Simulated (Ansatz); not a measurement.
# BLYP/6-31G(d) (spherical functions) run of C2H5AlO (SMILES [CH3][Al]1[CH2][O]1)

What is the vertical ionisation energy of C2H5AlO at BLYP/6-31G* (spherical functions)? 

Program for the calculation: Ansatz 0.2.0.

82 further runs of the same task are left out: 82 set aside as unsound or not needed.

## Step 1: The system as given

C2H5AlO has 9 atoms, charge 0, and is taken as a singlet. SMILES: `[CH3][Al]1[CH2][O]1`. The coordinates come from a PBE0-D4/def2-TZVP relaxation.

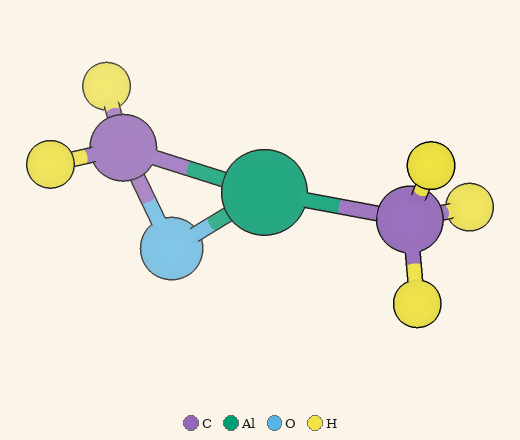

The structure, seen from a chosen angle (carbon purple, aluminium teal, oxygen blue, hydrogen yellow).

## Step 2: A single-point energy at BLYP/6-31G(d) (spherical functions)

in.yaml

```yaml
crystal:
  periodic: [false, false, false]
  atoms:
    - {symbol: C, position_ang: [-0.670900, 1.320200, -1.081500]}
    - {symbol: Al, position_ang: [0.051300, -0.076700, 0.044200]}
    - {symbol: C, position_ang: [0.678700, -1.280200, 1.349300]}
    - {symbol: O, position_ang: [0.789300, -1.609500, -0.097900]}
    - {symbol: H, position_ang: [0.039700, 1.575000, -1.872100]}
    - {symbol: H, position_ang: [-0.900200, 2.226000, -0.517500]}
    - {symbol: H, position_ang: [-1.591200, 0.976800, -1.562100]}
    - {symbol: H, position_ang: [0.038500, -1.980500, 1.887700]}
    - {symbol: H, position_ang: [1.653200, -1.197400, 1.832800]}
basis:
  gaussian: {orbitals: 6-31G_st_-spherical.json}
hamiltonian: {xc: {name: BLYP}}
accuracy: high
output: {orbitals: {seedname: orbitals}}
```

The basis set 6-31G* is read from a file made from the Basis Set Exchange's data (not shown).

Run with:

```console
$ ansatz run in.yaml --threads 1 --pin off --max-ram 3480MiB --events-out events.jsonl --progress --plain --runs-dir runs
```

The program printed:

```text
Warning: RAYON_NUM_THREADS=1 ignored (pool sized by the plan → 1); use --threads N
Functional definition: BLYP
  name "BLYP"
  parameter beta = 0.0042
  parameter a = 0.04918
  parameter b = 0.132
  parameter c = 0.2533
  parameter d = 0.349
  exchange = b88_x(beta = beta)
  correlation = lyp_c(a = a, b = b, c = c, d = d)
1640 factors; integrals over basis functions are off by at most 8.4e-9 eV
mean field evaluation 1: about -10780.2440 eV, gradient 8.3e1 eV
mean field evaluation 2: about -10669.6550 eV, gradient 2.0e2 eV
mean field evaluation 4: about -10796.4039 eV, gradient 9.3e0 eV
mean field evaluation 8: about -10796.6418 eV, gradient 2.4e-1 eV
mean field evaluation 16: about -10796.6328 eV, gradient 9.0e-6 eV
mean field -10796.63280300 eV, -396.7689372897 hartree, gradient 6.8e-8 eV, S^2 0.000000; 0 other end points of the search recorded, 0 dependent functions left out
reference -10796.63285916 eV, -396.7689393537 hartree; 19, 19 occupied and 51, 51 virtual orbitals, 1640 factors
Total energy: -10796.63285916 eV, -396.7689393537 hartree
```

Run time: 4.8 s. Hardware: 1 thread of Arm Neoverse V2, shared host; peak memory 0.19 GiB.

## Step 3: The doublet cation at the same level

run.yaml

```yaml
crystal:
  periodic: [false, false, false]
  atoms:
    - {symbol: C, position_ang: [-0.670900, 1.320200, -1.081500]}
    - {symbol: Al, position_ang: [0.051300, -0.076700, 0.044200]}
    - {symbol: C, position_ang: [0.678700, -1.280200, 1.349300]}
    - {symbol: O, position_ang: [0.789300, -1.609500, -0.097900]}
    - {symbol: H, position_ang: [0.039700, 1.575000, -1.872100]}
    - {symbol: H, position_ang: [-0.900200, 2.226000, -0.517500]}
    - {symbol: H, position_ang: [-1.591200, 0.976800, -1.562100]}
    - {symbol: H, position_ang: [0.038500, -1.980500, 1.887700]}
    - {symbol: H, position_ang: [1.653200, -1.197400, 1.832800]}
basis:
  gaussian:
    orbitals: 6-31G_st_-spherical.json
hamiltonian:
  xc: {name: BLYP}
magnetization:
  spin_polarized: true
  initial_magnetization: 1
accuracy: high
output:
  orbitals: {seedname: orbitals}
total_charge: 1
```

The basis set 6-31G* is read from a file made from the Basis Set Exchange's data (not shown).

Run with:

```console
$ ansatz run run.yaml --threads 1 --pin off --max-ram 3480MiB --events-out events.jsonl --progress --plain --runs-dir runs
```

The program printed, cut to the lines that bear on the results:

```text
Warning: RAYON_NUM_THREADS=1 ignored (pool sized by the plan → 1); use --threads N
[... 9 set-up lines as earlier in the session ...]
1640 factors; integrals over basis functions are off by at most 8.4e-9 eV
mean field evaluation 1: about -10765.4405 eV, gradient 7.2e1 eV
mean field evaluation 2: about -10644.3427 eV, gradient 1.5e2 eV
mean field evaluation 4: about -10787.2336 eV, gradient 1.4e1 eV
mean field evaluation 8: about -10788.5656 eV, gradient 2.8e-1 eV
mean field evaluation 16: about -10788.5566 eV, gradient 8.1e-5 eV
mean field evaluation 32: about -10787.5641 eV, gradient 3.9e0 eV
mean field -10788.55658374 eV, -396.4721417061 hartree, gradient 3.0e-8 eV, S^2 0.752117; 2 other end points of the search recorded, 0 dependent functions left out
reference -10788.55663685 eV, -396.4721436579 hartree; 19, 18 occupied and 51, 52 virtual orbitals, 1640 factors
Total energy: -10788.55663685 eV, -396.4721436579 hartree
```

Wall time 9 s (1 thread of Arm Neoverse V2, shared host); peak memory 0.25 GiB.

## Step 4: Outcome

Level: BLYP/6-31G* (spherical functions).

| quantity | value |
| --- | --- |
| singlet C2H5AlO: total energy | -396.76894 Eh |
| singlet C2H5AlO: HOMO energy | -4.61 eV |
| singlet C2H5AlO: LUMO energy | -1.07 eV |
| singlet C2H5AlO: HOMO–LUMO gap | 3.55 eV |
| doublet cation: total energy | -396.47214 Eh |
| doublet cation: HOMO energy (highest over α and β) | -12.76 eV |
| doublet cation: LUMO energy (lowest over α and β) | -11.57 eV |
| doublet cation: ⟨S²⟩ | 0.752 |
| vertical ionisation energy (to the doublet cation) | 8.076 eV |

The vertical ionisation energy comes to 8.08 eV (779 kJ/mol). The negative HOMO energy of the first species, 4.61 eV, lies 3.46 eV below that difference.
